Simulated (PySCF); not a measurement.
# C$_{7}$H$_{14}$AlN (SMILES C=[C](CC1CC1)[AlH][NH]C): what the fields show

```xyz
23

C     0.5532    2.4841   -0.5637
C    -0.0540    1.5057    0.1120
C    -1.5312    1.6186    0.4127
C    -2.3167    0.3933   -0.0181
C    -1.8230   -0.4808   -1.1290
C    -1.8179   -0.9863    0.2795
Al    0.9757   -0.1066    0.6725
N     1.9645   -1.0647   -0.4677
C     3.1008   -1.9247   -0.1535
H     0.0468    3.3734   -0.9229
H     1.6109    2.4304   -0.7849
H    -1.9574    2.5011   -0.0776
H    -1.6633    1.7423    1.4939
H    -3.3916    0.5333    0.0488
H    -2.5327   -0.8986   -1.8276
H    -0.8657   -0.2236   -1.5669
H    -2.5208   -1.7525    0.5732
H    -0.8443   -1.0821    0.7670
H     1.0723   -0.5028    2.1670
H     1.7909   -1.0818   -1.4688
H     2.9138   -2.9649   -0.4389
H     3.2720   -1.8935    0.9223
H     4.0129   -1.5924   -0.6605
```

Geometry: GFN2-xTB.

All numbers below come from PBE0/pcSseg-1, SCF density, gas phase, non-relativistic in PySCF.

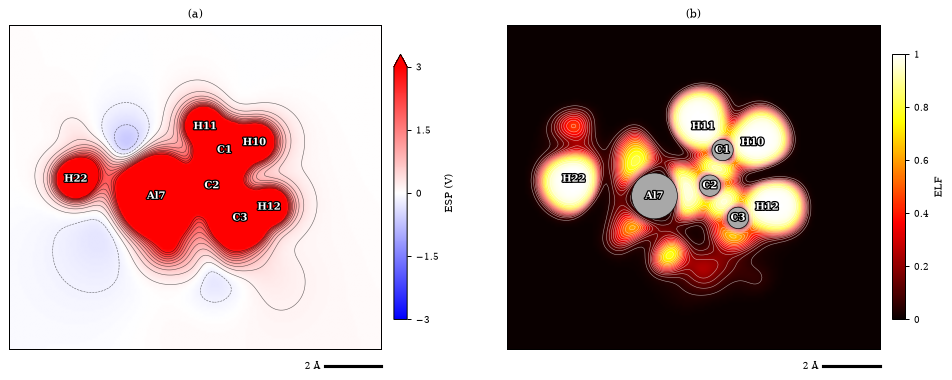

Figure 1. (a) molecular electrostatic potential; (b) ELF on the plane of atoms C1, C2 and Al7. Grey discs cover the atomic cores in the ELF map.

### Read the bonding off the picture.

- The plane passes through C, Al and H nuclei.
- C–C (1.34 Å): the ELF peaks at about 0.90 between the atoms (a multiple bond).
- C–Al (1.99 Å): the ELF peaks at about 0.95 between the atoms (a polar covalent bond).
- C–C (1.51 Å): the ELF peaks at about 0.95 between the atoms, as expected for a covalent bond.
- C–H (1.08 Å): the ELF climbs to about 1 towards the hydrogen, as it does in any bond to H (a covalent bond by its length).
- Outside the dense part of the molecule the potential is most negative (−0.6 V) near N8, which lies off the plane.

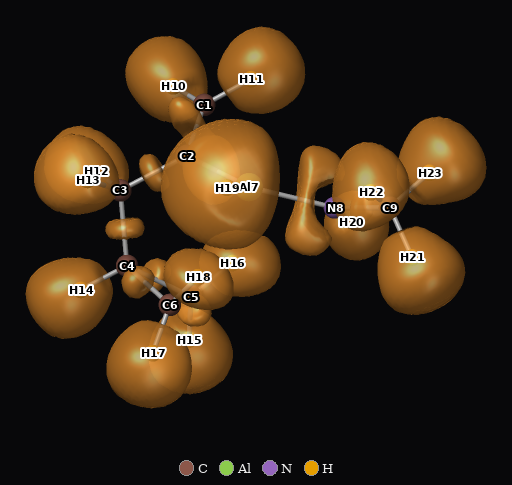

Figure 2. Isosurface of the ELF at 0.85 (orange), seen at a tilt. Only the valence region is drawn (cores and ρ < 0.01 e/Å³ removed).

### What do the ELF domains correspond to?

The surface consists of one region between bonded Al–C atoms (shared pairs), six regions between bonded C–C atoms (shared pairs), one region between bonded C–N atoms (shared pairs), 14 regions around hydrogen nuclei and one lobe of the valence shell of N pointing towards Al.


 C–N (1.46 Å): the ELF peaks at about 0.90 between the atoms; a covalent bond.

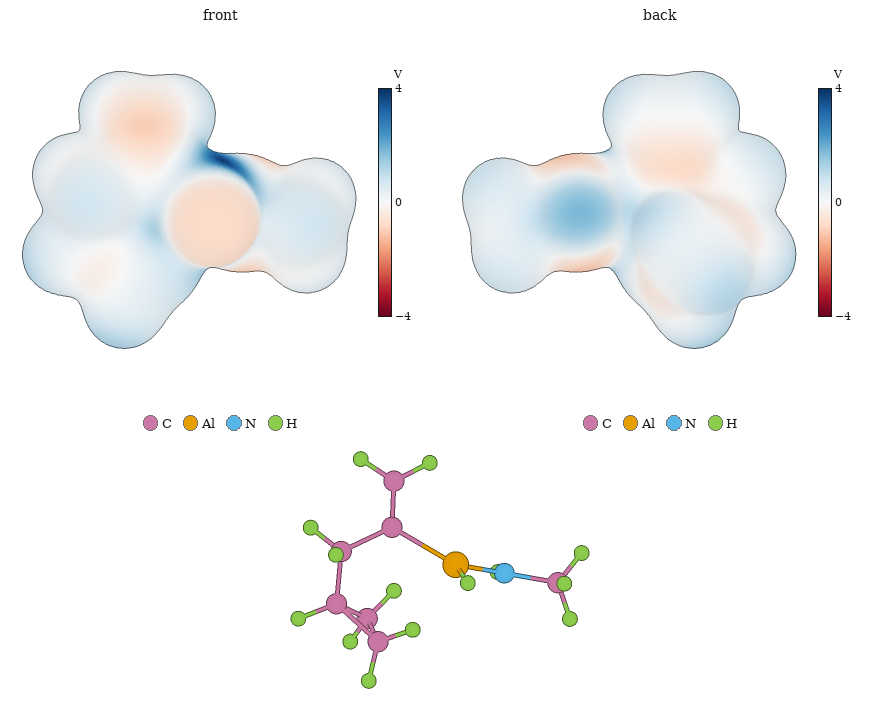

Figure 3. The electrostatic potential painted on the density surface at 0.004 e/bohr³, seen from the front and from behind; red is negative and blue positive. The bare structure is drawn below in the same view.

### Describe the electrostatic potential map.

The most negative region (about −1.0 V) lies over C1, C2 and N8, the most positive (about +3.3 V) over Al7.

### How polar is the molecule by this calculation?

Its dipole moment is 1.44 D.
